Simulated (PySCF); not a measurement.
# PBE/6-311+G(d,p) run of BCl3 (boron trichloride)

Aim: the vertical ionisation energy of BCl3 (boron trichloride) at PBE/6-311+G**, from 2 runs. Input form: a Python script.

Program for the calculation: PySCF 2.14.0.

1 further run of the same task is left out (set aside as unsound or not needed).

**1. Starting point**

BCl3: 4 atoms, total charge 0, spin state singlet. SMILES: `ClB(Cl)Cl`. The coordinates come from a PBE0-D4/def2-TZVP relaxation.

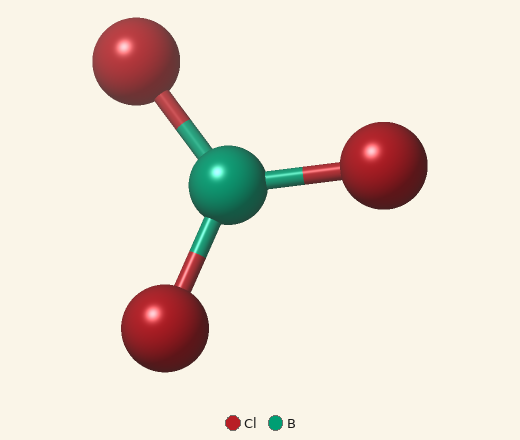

Viewed from a chosen angle; chlorine red, boron teal.

**2. A single-point energy at PBE/6-311+G(d,p)**

Input file job.py:

```python
# ClB(Cl)Cl
from pyscf import gto, dft

mol = gto.M(
    atom=[
    ('Cl', (-0.257920, 0.516440, 1.638340)),
    ('B', (-0.000000, 0.000000, -0.000010)),
    ('Cl', (0.942010, -1.423060, -0.324000)),
    ('Cl', (-0.684100, 0.906610, -1.314320)),
],
    max_memory=1860,
    basis='6-311+g**',
    verbose=4,
    charge=0,
    spin=0,
)

calc0 = dft.RKS(mol, xc='pbe')
calc0.conv_tol = 1e-10
calc0.grids.level = 5
calc0.kernel()
if not calc0.converged:
    calc0 = calc0.newton().run(calc0.mo_coeff, calc0.mo_occ)

e_tot = calc0.e_tot
print('Final energy', e_tot)
```

Started as:

```console
$ OMP_NUM_THREADS=1 python job.py
```

Standard output:

```text
PySCF version 2.14.0

[INPUT] num. atoms = 4
[INPUT] num. electrons = 56
[INPUT] charge = 0
[INPUT] spin (= nelec alpha-beta = 2S) = 0
[INPUT] symmetry False subgroup None
[INPUT] Mole.unit = angstrom
[INPUT] Symbol           X                Y                Z      unit          X                Y                Z       unit  Magmom
[INPUT]  1 Cl    -0.257920000000   0.516440000000   1.638340000000 AA   -0.487398162048   0.975930159770   3.096013898920 Bohr   0.0
[INPUT]  2 B      0.000000000000   0.000000000000  -0.000010000000 AA    0.000000000000   0.000000000000  -0.000018897261 Bohr   0.0
[INPUT]  3 Cl     0.942010000000  -1.423060000000  -0.324000000000 AA    1.780140906602  -2.689193658824  -0.612271264359 Bohr   0.0
[INPUT]  4 Cl    -0.684100000000   0.906610000000  -1.314320000000 AA   -1.292761641815   1.713244601792  -2.483704840038 Bohr   0.0

nuclear repulsion = 230.173161863248
number of shells = 52
number of NR pGTOs = 191
number of NR cGTOs = 112
basis = 6-311+g**
ecp = {}

******** <class 'pyscf.dft.rks.RKS'> ********
method = RKS
initial guess = minao
damping factor = 0
level_shift factor = 0
DIIS = <class 'pyscf.scf.diis.CDIIS'>
diis_start_cycle = 1
diis_space = 8
diis_damp = 0
SCF conv_tol = 1e-10
SCF conv_tol_grad = None
SCF max_cycles = 50
direct_scf = True
direct_scf_tol = 1e-13
XC library pyscf.dft.libxc version 7.0.0
    S. Lehtola, C. Steigemann, M. J.T. Oliveira, and M. A.L. Marques.,  SoftwareX 7, 1–5 (2018)
XC functionals = pbe
    J. P. Perdew, K. Burke, and M. Ernzerhof.,  Phys. Rev. Lett. 77, 3865 (1996)
    J. P. Perdew, K. Burke, and M. Ernzerhof.,  Phys. Rev. Lett. 78, 1396 (1997)
    J. P. Perdew, K. Burke, and M. Ernzerhof.,  Phys. Rev. Lett. 77, 3865 (1996)
    J. P. Perdew, K. Burke, and M. Ernzerhof.,  Phys. Rev. Lett. 78, 1396 (1997)
radial grids:
    Treutler-Ahlrichs [JCP 102, 346 (1995); DOI:10.1063/1.469408] (M4) radial grids

becke partition: Becke, JCP 88, 2547 (1988); DOI:10.1063/1.454033
pruning grids: <function nwchem_prune>
grids dens level: 5
symmetrized grids: False
atomic radii adjust function: <function treutler_atomic_radii_adjust>
small_rho_cutoff = 0
Set gradient conv threshold to 1e-05
Initial guess from minao.
tot grids = 172304
init E= -1405.36504891575
  HOMO = -0.319675101427064  LUMO = -0.102356177226463  gap/eV = 5.91355
cycle= 1 E= -1404.99458085157  delta_E= 0.37  |g|= 0.32  |ddm|= 2.26
  HOMO = -0.259656447615367  LUMO = -0.105699531038806  gap/eV = 4.18938
cycle= 2 E= -1404.97202895773  delta_E= 0.0226  |g|= 0.392  |ddm|= 0.591
  HOMO = -0.280140152301052  LUMO = -0.0857532407715096  gap/eV = 5.28954
cycle= 3 E= -1405.00664818155  delta_E= -0.0346  |g|= 0.126  |ddm|= 0.505
  HOMO = -0.289190610187166  LUMO = -0.103741997948671  gap/eV = 5.04631
cycle= 4 E= -1405.01044984351  delta_E= -0.0038  |g|= 0.0474  |ddm|= 0.223
  HOMO = -0.284656299762745  LUMO = -0.0982265449297023  gap/eV = 5.07301
cycle= 5 E= -1405.01104832677  delta_E= -0.000598  |g|= 0.00112  |ddm|= 0.0648
  HOMO = -0.284535292595172  LUMO = -0.0982578774848669  gap/eV = 5.06887
cycle= 6 E= -1405.01104859514  delta_E= -2.68e-07  |g|= 0.000265  |ddm|= 0.00184
  HOMO = -0.284509688836264  LUMO = -0.0982121832000088  gap/eV = 5.06941
cycle= 7 E= -1405.01104861543  delta_E= -2.03e-08  |g|= 4.32e-05  |ddm|= 0.000275
  HOMO = -0.284514781190391  LUMO = -0.0982156167129972  gap/eV = 5.06946
cycle= 8 E= -1405.01104861589  delta_E= -4.67e-10  |g|= 1.87e-06  |ddm|= 6.32e-05
  HOMO = -0.284514808450014  LUMO = -0.098215535759158  gap/eV = 5.06946
cycle= 9 E= -1405.01104861589  delta_E= 2.27e-13  |g|= 2.37e-06  |ddm|= 6.39e-06
  HOMO = -0.284514791130399  LUMO = -0.0982155183322759  gap/eV = 5.06946
Extra cycle  E= -1405.01104861589  delta_E= 3.18e-12  |g|= 3.98e-06  |ddm|= 9.58e-06
converged SCF energy = -1405.01104861589
Final energy -1405.01104861589
```

Run time: 14 s. Hardware: 1 thread of Arm Neoverse V2, shared host; peak memory 0.6 GiB.

**3. The doublet cation**

Input file calc.py:

```python
from pyscf import gto, dft

molecule = gto.Mole()
molecule.atom = '''
Cl    -0.257920     0.516440     1.638340
B      0.000000     0.000000    -0.000010
Cl     0.942010    -1.423060    -0.324000
Cl    -0.684100     0.906610    -1.314320
'''
molecule.spin = 1
molecule.max_memory = 1860
molecule.charge = 1
molecule.basis = '6-311+g**'
molecule.verbose = 3
molecule.build()

mf = dft.UKS(molecule)
mf.xc = 'pbe'
mf.conv_tol = 1e-10
mf.grids.level = 5
mf.kernel()
if not mf.converged:
    mf = mf.newton().run(mf.mo_coeff, mf.mo_occ)

energy = mf.e_tot
print(f'total energy: {energy:.8f} hartree')
```

Started as:

```console
$ OMP_NUM_THREADS=1 python calc.py
```

Standard output:

```text
WARN: HOMO -0.319675101427061 >= LUMO -0.319675101427054

converged SCF energy = -1404.61204197767  <S^2> = 0.75141493  2S+1 = 2.0014144
total energy: -1404.61204198 hartree
```

Run time: 29 s. Hardware: 1 thread of Arm Neoverse V2, shared host; peak memory 0.61 GiB.

**4. What came out**

Level: PBE/6-311+G**.

| quantity | value |
| --- | --- |
| singlet BCl3: total energy | -1405.01105 Eh |
| singlet BCl3: dipole moment | 0.00 D |
| singlet BCl3: HOMO energy | -7.74 eV |
| singlet BCl3: LUMO energy | -2.67 eV |
| singlet BCl3: HOMO–LUMO gap | 5.07 eV |
| doublet cation: total energy | -1404.61204 Eh |
| doublet cation: HOMO energy (highest over α and β) | -14.72 eV |
| doublet cation: LUMO energy (lowest over α and β) | -14.00 eV |
| doublet cation: ⟨S²⟩ | 0.751 |
| vertical ionisation energy (to the doublet cation) | 10.858 eV |

The vertical ionisation energy comes to 10.86 eV (1048 kJ/mol). −ε(HOMO) before ionisation, 7.74 eV, is 3.12 eV below this ionisation energy. Mulliken charges (doublet cation) run from -0.46 on B2 to +0.49 on Cl1; in a basis this large or diffuse they mean little.
